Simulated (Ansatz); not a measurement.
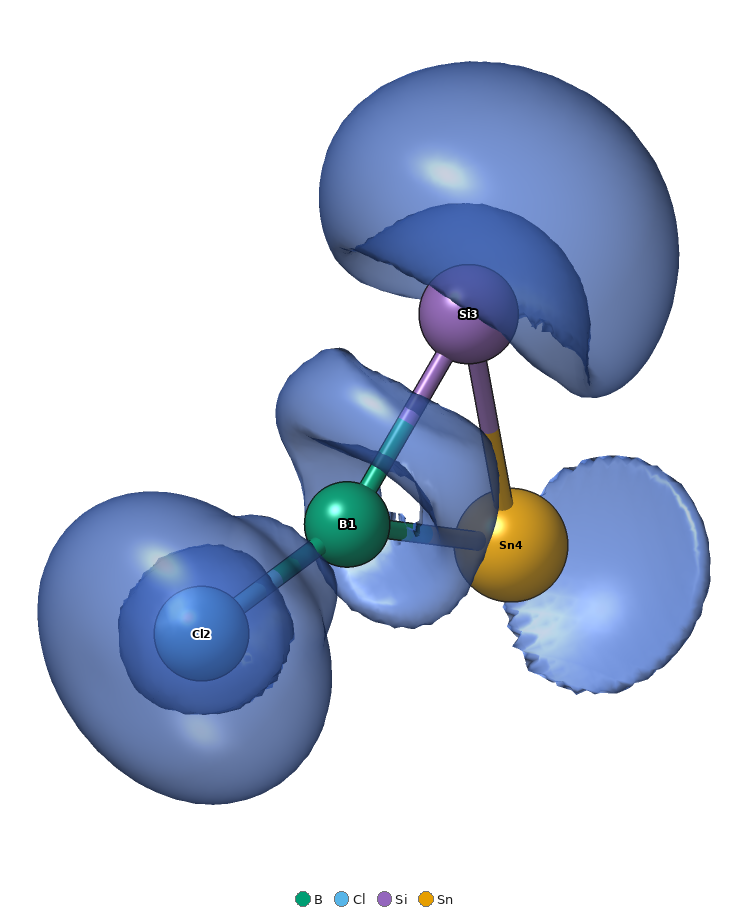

Figure. BClSiSn (SMILES Cl[B]1[Si]#[Sn]1) (triplet). Isosurface of the ELF at 0.75 (blue), seen at an oblique angle. Only the valence region is drawn (cores and ρ < 0.01 e/Å³ removed).

Geometry: B3LYP-D3(BJ)/def2-SVP; core potentials replace the inner electrons of Sn.

Computed with isolated molecule in a Gaussian basis; Kohn-Sham density functional theory, functional PBE0 (Ansatz).

```csv
atom,x (Å),y (Å),z (Å)
B,-1.8489,0.4978,-2.2700
Cl,-1.0867,0.1971,-0.7380
Si,-2.3166,1.9061,-3.5592
Sn,-2.9093,-0.5580,-3.9808
```

Identify the bonds, lone pairs and shells in this picture.

At this value the surface marks out one region between bonded B–Si atoms (shared pairs), one region on Cl in which the atom's valence shell and bonds are merged, one lobe on Si, pointing away from the bonds (non-bonding electrons) and one lobe on Sn, pointing away from the bonds (non-bonding electrons). Profiles from the grid: B–Cl (1.74 Å): the ELF peaks at about 0.90 between the atoms, as expected for a shared but strongly polarised pair. Si–B (1.97 Å): the ELF peaks at about 0.90 between the atoms, as expected for a shared electron pair.
